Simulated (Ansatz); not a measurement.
The figure comes from a scan of Al$_{2}$Cu (Al2Cu type, space group I4/mcm): volume and axial ratio are varied about the relaxed values (subscript 0). Calculation: PBE (plane waves to 420 eV, PAW, scalar-relativistic; Ansatz, an electronic-structure program). k mesh 12×12×12 (Γ-centred), Fermi-Dirac smearing 0.05 eV. Compression counts positive. As the atoms are clamped, bonds stretch with the cell, which overstates energies and stresses. With partly filled bands, the response to shear is sensitive to the k mesh, so small differences along c/a are uncertain. Al2Cu is run without spin polarisation. Al2Cu was relaxed with its symmetry unable to fall. 

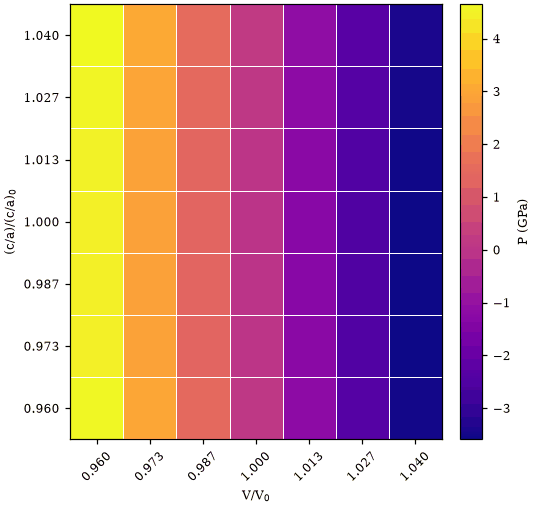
*P (GPa), one tile a computed point.*

Read the plotted values off the figure, to the accuracy that the plot allows.

To the nearest 1:

P (GPa), with V/V₀ across and (c/a)/(c/a)₀ down:

| (c/a)/(c/a)₀ \ V/V₀ | 0.960 | 0.973 | 0.987 | 1.000 | 1.013 | 1.027 | 1.040 |
|---|---|---|---|---|---|---|---|
| 0.960 | 5 | 3 | 1 | 0 | -1 | -2 | -4 |
| 0.973 | 4 | 3 | 1 | 0 | -1 | -2 | -4 |
| 0.987 | 4 | 3 | 1 | 0 | -1 | -2 | -4 |
| 1.000 | 4 | 3 | 1 | 0 | -1 | -2 | -4 |
| 1.013 | 5 | 3 | 1 | 0 | -1 | -2 | -4 |
| 1.027 | 5 | 3 | 1 | 0 | -1 | -2 | -3 |
| 1.040 | 5 | 3 | 2 | 0 | -1 | -2 | -3 |

(Under strain, the slope of the energy per volume gives the stress and its curvature an elastic modulus.)
